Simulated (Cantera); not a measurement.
A closed system holds: 1 mol CuO, 2.7 mol CH4, 12 mol N2, at 3.20 bar.

These are equilibrium values from Cantera (NASA tables, ideal gas, pure condensed phases), not measurements of a reactor. Candidate condensed phases: C, C6H6, C7H8, C8H18, Cu, CuO, Cu(OH)2, Cu2O, H2O; 139 gas species. The numbers say what is thermodynamically allowed, not how fast it happens.

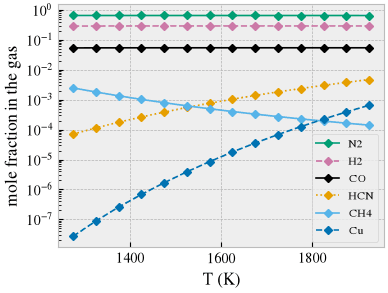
Fig. 1. Equilibrium gas composition (values under 1e-9 drawn at 1e-9)

Task: Read off the mole fractions at 1875 K.

Result: N2 about 0.65, H2 about 0.29, CO about 0.054, HCN about 0.0038, Cu about 0.00039, CH4 about 0.00016.
